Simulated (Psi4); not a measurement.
# UDSD-PBEP86/cc-pVTZ (density fitting for correlation) run of PH (SMILES [PH])

Aim: the energy change on altering one bond length of PH at UDSD-PBEP86/cc-pVTZ (density fitting for correlation), from 2 runs. The job is set up through a Python script.

The results are computed with Psi4 1.11.

2 further runs of the same task are left out: 1 that didn't finish, 1 set aside as unsound or not needed.

## Step 1: The system as given

PH has 2 atoms, charge 0, and is taken as a triplet. As SMILES, `[PH]`. Geometry: relaxed at PBE0-D4/def2-TZVP.

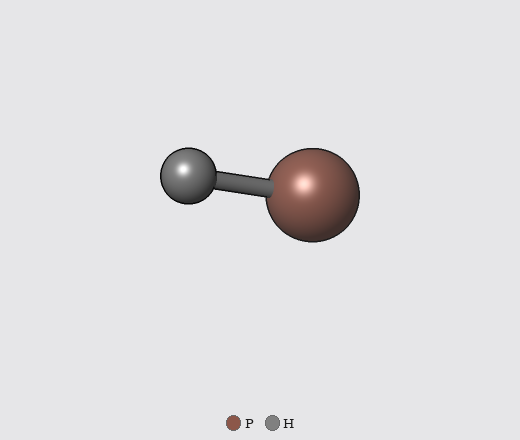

The structure, seen from a chosen angle (phosphorus brown, hydrogen grey).

## Step 2: A single-point energy at UDSD-PBEP86/cc-pVTZ (density fitting for correlation)

Input file run.py:

```python
import psi4

psi4.set_memory(1600000000)
psi4.set_num_threads(1)
psi4.core.set_output_file('hp.out', False)

mol = psi4.geometry("""
0 3
P      0.00000000     0.00000000    -0.02760890
H      0.00000000     0.00000000     2.67146803
units au
symmetry c1
""")

psi4.set_options({
    'basis': 'cc-pVTZ',
    'reference': 'uks',
    'puream': True,
    'e_convergence': 1e-09,
    'd_convergence': 1e-08,
    'scf_type': 'pk',
    'dft_radial_points': 99,
    'dft_spherical_points': 590,
    'num_frozen_docc': 5,
    'maxiter': 100,
})

result = psi4.energy('DSD-PBEP86', molecule=mol)
print(f'DSD-PBEP86 energy: {result:.10f} Eh')
for k, v in sorted(psi4.core.scalar_variables().items()):
    print(f'{k:45s} {v:18.10f}')
```

Command:

```
python run.py
```

hp.out, cut to the lines that bear on the results:

```text
[...]
  Running in c1 symmetry.
[...]
  Nuclear repulsion =    5.557455526100918
[...]
  Multiplicity = 3
[...]
  Nalpha       = 9
  Nbeta        = 7
[...]
    Number of basis functions: 48
[...]
   @UKS iter   1:  -341.52770746010060   -5.16142e-01   3.05734e-03 DIIS/ADIIS
[...]
   @UKS iter  11:  -341.53914870679131    8.65157e-10   2.42430e-09 DIIS
[...]
   @S^2 Observed:                2.017515620E+00
[...]
    Orbital Energies [Eh]
    ---------------------
    Alpha Occupied:
       1A    -78.969730     2A     -7.191280     3A     -5.180768
       4A     -5.180768     5A     -5.167812     6A     -0.775706
       7A     -0.434725     8A     -0.344811     9A     -0.344811
    Alpha Virtual:
      10A      0.102481    11A      0.239434    12A      0.341024
      13A      0.341024    14A      0.344625    15A      0.344625
      16A      0.347033    17A      0.347033    18A      0.354111
      19A      0.473515    20A      0.670878    21A      0.923630
      22A      0.923630    23A      1.195074    24A      1.392068
      25A      1.392068    26A      1.394425    27A      1.394425
[...]
  @UKS Final Energy:  -341.53914870679131
   => Energetics <=
    Nuclear Repulsion Energy =              5.5574555261009175
    One-Electron Energy =                -483.2110413113353502
    Two-Electron Energy =                 142.7886294928341613
    DFT Exchange-Correlation Energy =      -6.6741924143910039
    Empirical Dispersion Energy =           0.0000000000000000
    VV10 Nonlocal Energy =                  0.0000000000000000
    Total Energy =                       -341.5391487067913090
[...]
 Multipole Moments:
 ------------------------------------------------------------------------------------
     Multipole            Electronic (a.u.)      Nuclear  (a.u.)        Total (a.u.)
 ------------------------------------------------------------------------------------
 L = 1.  Multiply by 2.5417464519 to convert [e a0] to [Debye]
 Dipole X            :         -0.0000000            0.0000000           -0.0000000
 Dipole Y            :         -0.0000000            0.0000000           -0.0000000
 Dipole Z            :         -1.1304568            1.3381952            0.2077384
 Magnitude           :                                                    0.2077384
[...]
```

The script printed:

```text
DSD-PBEP86 energy: -341.5970656998 Eh
CURRENT ENERGY                                   -341.5970656998
CURRENT REFERENCE ENERGY                         -341.5391487068
DD SOLVATION ENERGY                                 0.0000000000
DFT FUNCTIONAL TOTAL ENERGY                      -341.5391487068
DFT TOTAL ENERGY                                 -341.5970656998
DFT VV10 ENERGY                                     0.0000000000
DFT XC ENERGY                                      -6.6741924144
DOUBLE-HYBRID CORRECTION ENERGY                    -0.0579169931
DSD-PBEP86 DOUBLE-HYBRID CORRECTION ENERGY         -0.0579169931
DSD-PBEP86 TOTAL ENERGY                          -341.5970656998
GRID ELECTRONS ALPHA                                9.0000000001
GRID ELECTRONS BETA                                 7.0000000001
GRID ELECTRONS TOTAL                               16.0000000002
NUCLEAR REPULSION ENERGY                            5.5574555261
ONE-ELECTRON ENERGY                              -483.2110413113
PCM POLARIZATION ENERGY                             0.0000000000
PE ENERGY                                           0.0000000000
SCF ITERATION ENERGY                             -341.5391487068
SCF ITERATIONS                                     11.0000000000
SCF TOTAL ENERGY                                 -341.5391487068
TWO-ELECTRON ENERGY                               142.7886294928
XC GRID RADIAL POINTS                              99.0000000000
XC GRID SPHERICAL POINTS                          590.0000000000
XC GRID TOTAL POINTS                           110470.0000000000
```

It took 4.2 s on 1 thread of Intel Xeon Platinum 8488C (Sapphire Rapids), shared host; peak memory 0.56 GiB.

## Step 3: The distorted shape, same level

Input file run.py:

```python
import psi4

psi4.set_memory(1600000000)
psi4.set_num_threads(1)
psi4.core.set_output_file('psi4.out', False)

geom = psi4.geometry("""
0 3
P      0.000000     0.000000    -0.228820
H      0.000000     0.000000     1.413680
symmetry c1
""")

options = {'basis': 'cc-pVTZ', 'reference': 'uks', 'puream': True, 'e_convergence': 1e-09, 'd_convergence': 1e-08, 'scf_type': 'pk', 'dft_radial_points': 99, 'dft_spherical_points': 590, 'num_frozen_docc': 5, 'maxiter': 100}
psi4.set_options(options)

e, wfn = psi4.energy("dsd-pbep86", molecule=geom, return_wfn=True)
print('E =', round(e, 9))
for k, v in sorted(psi4.core.scalar_variables().items()):
    print(f'{k:45s} {v:18.10f}')
```

Command:

```
python run.py
```

psi4.out, cut to the lines that bear on the results:

```text
[...]
  Running in c1 symmetry.
[...]
  Nuclear repulsion =    4.832668590593607
[...]
  Multiplicity = 3
[...]
  Nalpha       = 9
  Nbeta        = 7
[...]
    Number of basis functions: 48
[...]
   @UKS iter   1:  -341.51303519247790   -5.78352e-01   2.98126e-03 DIIS/ADIIS
[...]
   @UKS iter  12:  -341.52505993338696   -6.25278e-13   2.37578e-09 DIIS
[...]
   @S^2 Observed:                2.017555280E+00
[...]
    Orbital Energies [Eh]
    ---------------------
    Alpha Occupied:
       1A    -78.986295     2A     -7.204309     3A     -5.193635
       4A     -5.193635     5A     -5.181148     6A     -0.756686
       7A     -0.412994     8A     -0.347668     9A     -0.347668
    Alpha Virtual:
      10A      0.064913    11A      0.258923    12A      0.339559
      13A      0.339559    14A      0.342471    15A      0.342471
      16A      0.344878    17A      0.344878    18A      0.346875
      19A      0.452019    20A      0.614464    21A      0.871707
      22A      0.871707    23A      1.178945    24A      1.387436
      25A      1.387436    26A      1.396425    27A      1.396425
[...]
  @UKS Final Energy:  -341.52505993338696
   => Energetics <=
    Nuclear Repulsion Energy =              4.8326685905936069
    One-Electron Energy =                -481.6853079807040672
    Two-Electron Energy =                 141.9869527453984688
    DFT Exchange-Correlation Energy =      -6.6593732886749368
    Empirical Dispersion Energy =           0.0000000000000000
    VV10 Nonlocal Energy =                  0.0000000000000000
    Total Energy =                       -341.5250599333869559
[...]
 Multipole Moments:
 ------------------------------------------------------------------------------------
     Multipole            Electronic (a.u.)      Nuclear  (a.u.)        Total (a.u.)
 ------------------------------------------------------------------------------------
 L = 1.  Multiply by 2.5417464519 to convert [e a0] to [Debye]
 Dipole X            :         -0.0000000            0.0000000           -0.0000000
 Dipole Y            :         -0.0000000            0.0000000           -0.0000000
 Dipole Z            :         -1.4606372            1.5388931            0.0782559
 Magnitude           :                                                    0.0782559
[...]
```

Standard output:

```text
E = -341.584099382
CURRENT ENERGY                                   -341.5840993817
CURRENT REFERENCE ENERGY                         -341.5250599334
DD SOLVATION ENERGY                                 0.0000000000
DFT FUNCTIONAL TOTAL ENERGY                      -341.5250599334
DFT TOTAL ENERGY                                 -341.5840993817
DFT VV10 ENERGY                                     0.0000000000
DFT XC ENERGY                                      -6.6593732887
DOUBLE-HYBRID CORRECTION ENERGY                    -0.0590394483
DSD-PBEP86 DOUBLE-HYBRID CORRECTION ENERGY         -0.0590394483
DSD-PBEP86 TOTAL ENERGY                          -341.5840993817
GRID ELECTRONS ALPHA                                8.9999999969
GRID ELECTRONS BETA                                 6.9999999967
GRID ELECTRONS TOTAL                               15.9999999935
NUCLEAR REPULSION ENERGY                            4.8326685906
ONE-ELECTRON ENERGY                              -481.6853079807
PCM POLARIZATION ENERGY                             0.0000000000
PE ENERGY                                           0.0000000000
SCF ITERATION ENERGY                             -341.5250599334
SCF ITERATIONS                                     12.0000000000
SCF TOTAL ENERGY                                 -341.5250599334
TWO-ELECTRON ENERGY                               141.9869527454
XC GRID RADIAL POINTS                              99.0000000000
XC GRID SPHERICAL POINTS                          590.0000000000
XC GRID TOTAL POINTS                           110564.0000000000
```

Run time: 4.5 s. Hardware: 1 thread of Intel Xeon Platinum 8488C (Sapphire Rapids), shared host; peak memory 0.56 GiB.

## Step 4: Outcome

At UDSD-PBEP86/cc-pVTZ (density fitting for correlation), 5 core orbitals frozen:

```
                                                                 quantity          value
                                                first shape: total energy  -341.59707 Eh
    first shape: HOMO energy (SCF part's orbitals) (highest over α and β)       -9.38 eV
     first shape: LUMO energy (SCF part's orbitals) (lowest over α and β)       -0.37 eV
                                                        first shape: ⟨S²⟩          2.018
                                            distorted shape: total energy  -341.58410 Eh
distorted shape: HOMO energy (SCF part's orbitals) (highest over α and β)       -9.46 eV
 distorted shape: LUMO energy (SCF part's orbitals) (lowest over α and β)       -0.43 eV
                                                    distorted shape: ⟨S²⟩          2.018
        energy change with the P1–H2 bond stretched from 1.428 to 1.643 Å       0.353 eV
```

**Reading.** With the P1–H2 bond stretched from 1.428 to 1.643 Å the energy rises by 0.35 eV (8.1 kcal/mol). The first shape isn't relaxed at this level, so the change isn't measured from a minimum.
